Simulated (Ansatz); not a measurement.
ZrTi₅C₆

```yaml
crystal:
  lattice:
    - [3.12392, 0.00000, 0.00000]
    - [0.00000, 3.12392, 0.00000]
    - [0.00000, 0.00000, 13.17987]
  atoms:
    - { symbol: Zr, position: [0.00000, 0.00000, 0.00000] }
    - { symbol: Ti, position: [0.00000, 0.00000, 0.66264] }
    - { symbol: Ti, position: [0.50000, 0.50000, 0.82515] }
    - { symbol: Ti, position: [0.50000, 0.50000, 0.17485] }
    - { symbol: Ti, position: [0.00000, 0.00000, 0.33736] }
    - { symbol: Ti, position: [0.50000, 0.50000, 0.50000] }
    - { symbol: C, position: [0.00000, 0.00000, 0.82457] }
    - { symbol: C, position: [0.50000, 0.50000, 0.00000] }
    - { symbol: C, position: [0.00000, 0.00000, 0.17543] }
    - { symbol: C, position: [0.50000, 0.50000, 0.33669] }
    - { symbol: C, position: [0.00000, 0.00000, 0.50000] }
    - { symbol: C, position: [0.50000, 0.50000, 0.66331] }
```

Space group P4/mmm; a structure generated by program, which may or may not match a known phase; computed pressure about −12 GPa in this cell; computed without spin polarisation.

All numbers below come from DFT LDA, scalar-relativistic, plane waves, PAW in Ansatz 0.2.0.

### What can the converged valence pseudo-density and electron localisation function tell about the bonding?

Ti–C (2.13 Å): ρ at the midpoint is about 0.55 e/Å³; the ELF peaks at about 0.80 in the valence shell of C, 0.7 Å from its nucleus, and is about 0.30 at the midpoint.
Zr–C (2.21 Å): ρ is about 0.6 e/Å³ halfway; the ELF peaks at about 0.80 in the valence shell of C, 0.7 Å from its nucleus, and drops to about 0.25 between the two atoms (no shared electron pair shows on this line).
Ti–C (2.21 Å): ρ is about 0.47 e/Å³ halfway; the ELF peaks at about 0.80 in the valence shell of C, 0.7 Å from its nucleus, and is about 0.30 at the midpoint.
Ti–C (2.30 Å): ρ at the midpoint is about 0.4 e/Å³; the ELF peaks at about 0.75 in the valence shell of C, 0.7 Å from its nucleus, and is about 0.25 at the midpoint.

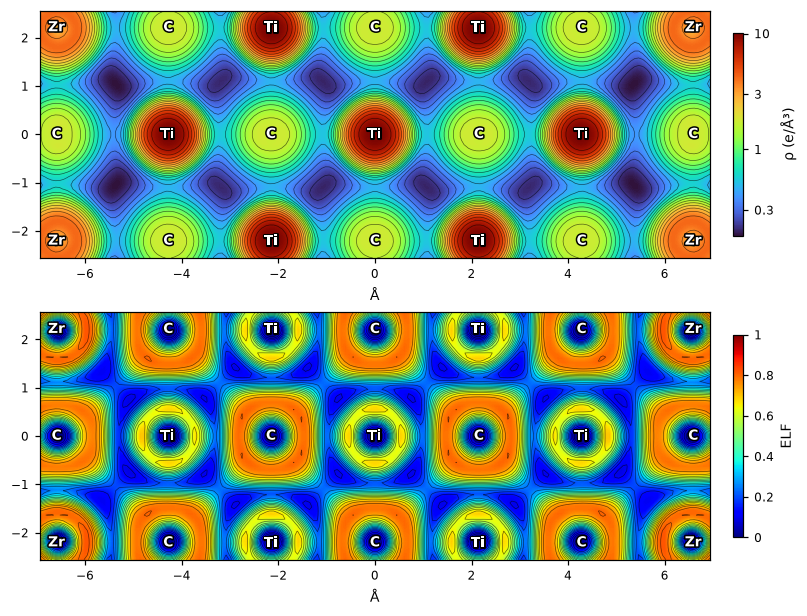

Computed valence pseudo-density and electron localisation function on the (11̄0) plane of the conventional cell, in this order. 

The density is the valence pseudo-density of a PAW calculation; it isn't the true density close to the nuclei.
